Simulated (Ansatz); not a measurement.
**SiH2O2: a changed input and its effect**

System: SiH2O2.
Method of run A: RHF-CCSD(T), frozen core/def2-TZVPP (Ansatz 0.2.0).

The geometry comes from this level: PBE0-D4/def2-TZVP. Text and figures count atoms from 1; the logs count them from 0 in places.

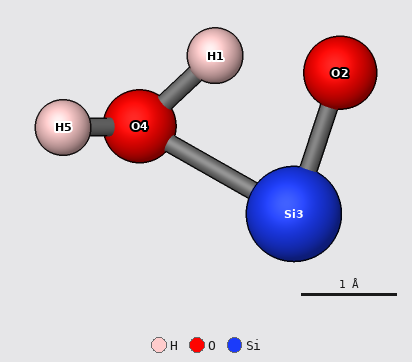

Figure 1. The structure as given in the input (ball-and-stick view, seen on its broad side; atoms are numbered from 1 in the order of the input). Bond lengths as drawn: H–O 0.96 to 1.13 Å and O–Si 1.57 to 1.94 Å.

**The input, run A**
```yaml
crystal:
  periodic: [false, false, false]
  atoms:
    - {symbol: H, position_ang: [-0.375404, -0.012481, -0.564775]}
    - {symbol: O, position_ang: [-0.096067, -1.362547, -0.559679]}
    - {symbol: Si, position_ang: [0.452121, -0.927744, 0.846963]}
    - {symbol: O, position_ang: [-0.269052, 0.772753, 0.244076]}
    - {symbol: H, position_ang: [0.288502, 1.530119, 0.033415]}
basis:
  gaussian: {orbitals: def2-TZVPP}
correlation: {method: ccsd_t}
```

Launched with:
```bash
ansatz run in.yaml --threads 2 --pin off --events-out ev --progress --plain --max-ram 4352MiB
```

Hardware: 2 threads of Arm Neoverse V1, 23 GiB of memory available, shared host.

**Output (run A)**
```
Functional definition: HF
  exchange = exact_x
  correlation = 0
815 factors; integrals over basis functions are off by at most 9.6e-4 eV
mean field evaluation 1: about -11965.0671 eV, gradient 5.1e1 eV
mean field evaluation 2: about -11965.0714 eV, gradient 5.1e1 eV
mean field evaluation 4: about -11969.8414 eV, gradient 4.5e0 eV
mean field evaluation 8: about -11969.8983 eV, gradient 3.6e-1 eV
mean field evaluation 16: about -11969.8363 eV, gradient 4.5e0 eV
mean field -11969.89918697 eV, -439.8856816320 hartree, gradient 9.9e-6 eV, S^2 0.000000; 0 other end points of the search recorded, 0 dependent functions left out
7 core orbitals not correlated: weight in the atoms' cores, before any rotation towards them, 1.000 or more for the frozen orbitals, at most 0.000 for the correlated occupied ones
reference -11969.89918697 eV, -439.8856816320 hartree; 9, 9 occupied and 116, 116 virtual orbitals, 815 factors
second order -16.56745077 eV of doubles, -0.00000000 eV of singles
cycle   1  -16.13247588 eV  change    4.3e-1 eV  update   1.2e-1
cycle   2  -16.60063771 eV  change   -4.7e-1 eV  update   4.2e-2
cycle   3  -16.74400431 eV  change   -1.4e-1 eV  update   2.2e-2
cycle   4  -16.72459274 eV  change    1.9e-2 eV  update   5.9e-3
cycle   5  -16.72058266 eV  change    4.0e-3 eV  update   2.8e-3
cycle   6  -16.72250508 eV  change   -1.9e-3 eV  update   1.1e-3
cycle   7  -16.72214552 eV  change    3.6e-4 eV  update   4.3e-4
cycle   8  -16.72198551 eV  change    1.6e-4 eV  update   1.3e-4
cycle   9  -16.72205490 eV  change   -6.9e-5 eV  update   4.9e-5
cycle  10  -16.72206262 eV  change   -7.7e-6 eV  update   2.0e-5
perturbative correction -0.72574870 eV, -0.0266707729 hartree
Total energy: -11987.34699829 eV, -440.5268768716 hartree
```

For run B the input was changed thus:
```diff
-    - {symbol: H, position_ang: [-0.375404, -0.012481, -0.564775]}
-    - {symbol: O, position_ang: [-0.096067, -1.362547, -0.559679]}
-    - {symbol: Si, position_ang: [0.452121, -0.927744, 0.846963]}
-    - {symbol: O, position_ang: [-0.269052, 0.772753, 0.244076]}
-    - {symbol: H, position_ang: [0.288502, 1.530119, 0.033415]}
+    - {symbol: H, position_ang: [-0.487793, 0.426093, -0.620253]}
+    - {symbol: O, position_ang: [0.015273, -1.726342, -0.467511]}
+    - {symbol: Si, position_ang: [0.509582, -1.237605, 0.887086]}
+    - {symbol: O, position_ang: [-0.301286, 0.894819, 0.207952]}
+    - {symbol: H, position_ang: [0.264323, 1.643135, -0.007275]}
```

Predict how the results change.

With the same method and basis, run B lies 9.0 kcal/mol lower.

**Output (run B)**
```
Functional definition: HF
  exchange = exact_x
  correlation = 0
812 factors; integrals over basis functions are off by at most 8.6e-4 eV
mean field evaluation 1: about -11964.6784 eV, gradient 5.6e1 eV
mean field evaluation 2: about -11964.6829 eV, gradient 5.6e1 eV
mean field evaluation 4: about -11970.4573 eV, gradient 5.8e0 eV
mean field evaluation 8: about -11970.5398 eV, gradient 3.8e-1 eV
mean field evaluation 16: about -11970.4514 eV, gradient 5.8e0 eV
mean field -11970.54086915 eV, -439.9092630173 hartree, gradient 9.9e-6 eV, S^2 0.000000; 0 other end points of the search recorded, 0 dependent functions left out
7 core orbitals not correlated: weight in the atoms' cores, before any rotation towards them, 1.000 or more for the frozen orbitals, at most 0.000 for the correlated occupied ones
reference -11970.54086915 eV, -439.9092630173 hartree; 9, 9 occupied and 116, 116 virtual orbitals, 812 factors
second order -16.29500053 eV of doubles, -0.00000000 eV of singles
cycle   1  -15.90557827 eV  change    3.9e-1 eV  update   1.3e-1
cycle   2  -16.36292825 eV  change   -4.6e-1 eV  update   4.9e-2
cycle   3  -16.52517759 eV  change   -1.6e-1 eV  update   2.5e-2
cycle   4  -16.50764067 eV  change    1.8e-2 eV  update   6.8e-3
cycle   5  -16.50359473 eV  change    4.0e-3 eV  update   2.9e-3
cycle   6  -16.50535858 eV  change   -1.8e-3 eV  update   1.1e-3
cycle   7  -16.50498724 eV  change    3.7e-4 eV  update   4.0e-4
cycle   8  -16.50484553 eV  change    1.4e-4 eV  update   1.0e-4
cycle   9  -16.50488551 eV  change   -4.0e-5 eV  update   3.8e-5
cycle  10  -16.50488987 eV  change   -4.4e-6 eV  update   1.5e-5
perturbative correction -0.69315670 eV, -0.0254730390 hartree
Total energy: -11987.73891572 eV, -440.5412795715 hartree
```

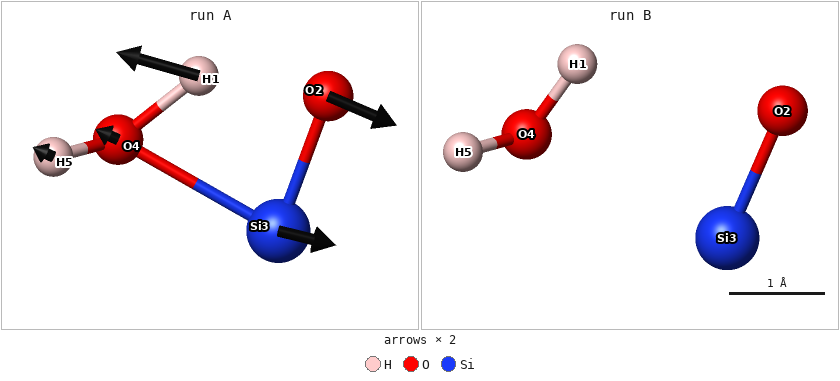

Figure 2. The two input geometries at one scale (ball-and-stick view, seen at a tilt). The black arrows on the first give the shifts of the atoms after the best rigid fit, magnified 2 times. The largest move after the best rigid fit is that of H1, 0.45 Å. Largest moves by element: H 0.45 Å, O 0.39 Å, Si 0.32 Å. Among the contacts that change: Si3–O4 1.943 → 2.380 Å, H1–O4 1.132 → 0.970 Å, O2–Si3 1.571 → 1.523 Å.

**The two runs side by side**

| quantity | run A | run B |
| --- | --- | --- |
| outcome | converged | converged |
| total energy (hartree) | −440.526877 | −440.541280 |
| basis functions | 132 | 132 |
| wall time (shared host) | 8.5 s | 8.5 s |
